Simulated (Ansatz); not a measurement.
Hypothetical Fddd WSi2, response to strain

Take WSi2 (space group Fddd, No. 70; a = 4.5568 Å, b = 7.8736 Å, c = 8.9148 Å; a hypothetical phase, not in the database extracts checked) as the base.

Strains are applied to the cell and any free atomic positions relax.

The values are results of Ansatz (a quantum-chemistry and plane-wave program) PBEsol, without spin-orbit coupling, not measurements.

Notes on the quantities. pressure: mean of the normal stresses, compression positive.

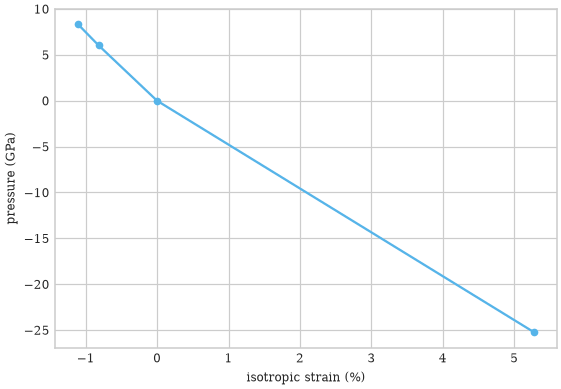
Figure. Pressure against isotropic strain

Q: From the plot, what is the pressure for isotropic strain +5.28 %?

A: About -25 GPa.

Q: Is the trend monotonic over the range shown?

A: Yes, it falls throughout, spanning -25.2 GPa to 8.3 GPa.

Whether these cells are dynamically stable was not tested. The final runs are not spin-polarised.
